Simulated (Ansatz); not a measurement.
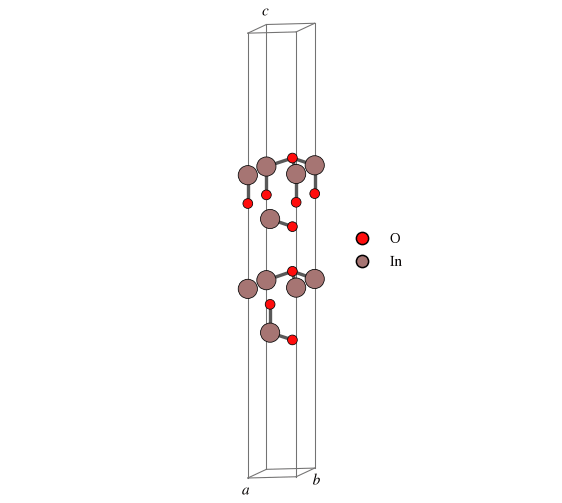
The relaxed cell of a stack of sheets

Values marked by level come from PBE+D3(BJ) (plane waves to 420 eV, PAW; Ansatz, a quantum-chemistry and plane-wave program); PBE+D3(BJ) with spin-orbit coupling (plane waves to 420 eV, PAW; Ansatz). Geometries and values that name no level are of the first. Values not marked SOC have no spin–orbit coupling; PBE gaps are too small against experiment. Its k-point mesh 9×9×1, Fermi–Dirac width 0.01 eV. A dipole correction is on.

Question: Which stack is drawn? Give its spacing, binding and gap.

Answer: This is not unique; one that fits is 2 layers of In2O3-ML, started at antiparallel, shifted by (2/3,1/3), upper layer flipped (facing O atop O, which symmetry holds and which is mostly a maximum against sliding; In2O3-ML a predicted or substrate-bound sheet, here free).
The gap between facing atomic planes is 3.18 Å, the step of the vacuum level across the stack (top less bottom) comes out as 0.00 eV and the interaction energy of the frozen layers is -13.6 meV/Å². The interaction energy without the D3 term at this geometry is +2.9 meV/Å² and the PBE gap over the mesh and listed points off it is 0.05 eV, indirect (lowest direct gap 0.43 eV). The valence and conduction edges under the vacuum level of the lower face is 5.53 and 5.48 eV and the PBE+SOC gap at the same geometry comes out as 0.05 eV.
